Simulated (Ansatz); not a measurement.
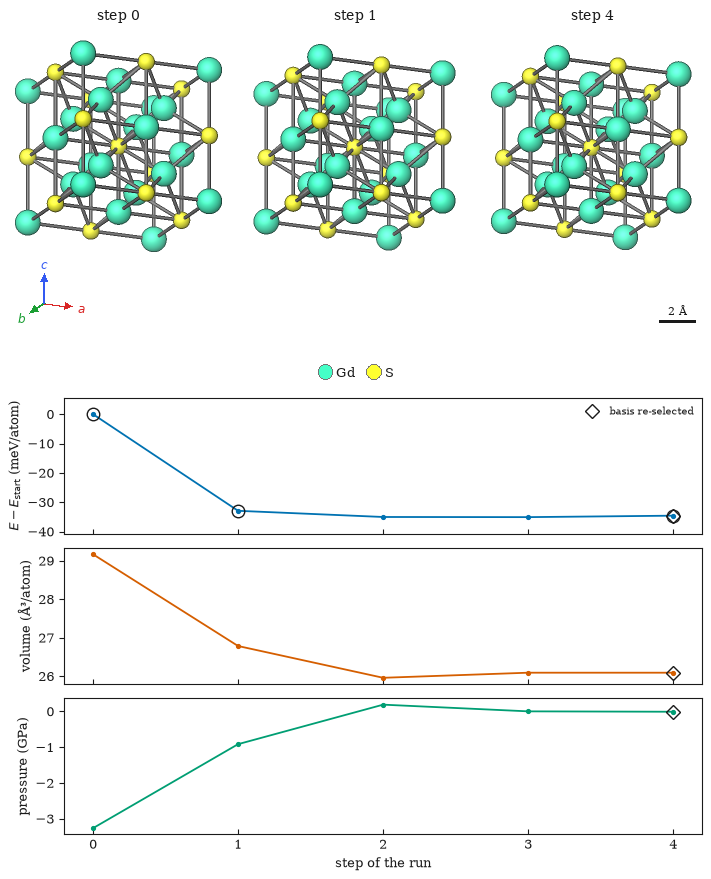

Frames of a relaxation of solid Gd3S (a generated structure, set up in Fm-3m), marked on the history of the run. Style: ball-and-stick. Shown: the conventional cell (4 times the calculation's cell), from a free direction. Lengths and directions refer to the drawn axes.

Method: DFT PBE, scalar-relativistic, plane waves, PAW in Ansatz. Set-up: plane-wave cutoff 420 eV; k-point mesh 10 × 10 × 10; occupations gaussian; smearing width 0.1 eV; collinear spin; cell and atoms relaxed; force threshold 0.01 eV/Å; at most 80 steps.

### Describe the path.

The atoms keep their places relative to the cell (all moves are under 0.005 Å). Cell: a = b = c 7.757 → 7.474 Å (−3.6 %). Volume −10.5 %. Among the contacts that change: Gd–S 3.878 → 3.737 Å, Gd–Gd 3.359 → 3.236 Å, Gd–S 3.359 → 3.236 Å. The space group stays Fm-3m (No. 225). The energy falls by 34.6 meV per atom in 3 accepted moves (4 points after the start). All forces vanish by symmetry, so only the cell relaxes. Pressure: −3.26 GPa at the start and −0.01 GPa at the end. At 1 point the geometry stayed and the basis and grid were re-selected for the new cell (energy shift of 0.5 meV per atom at most each time). Cost: 7.3 min on 1 thread of Arm Neoverse N1, with other jobs on the host, peak memory 0.71 GiB. From step 0 to 1: volume −8.2 %, energy −32.9 meV per atom. From step 1 to 4: volume −2.6 %, energy −1.7 meV per atom.
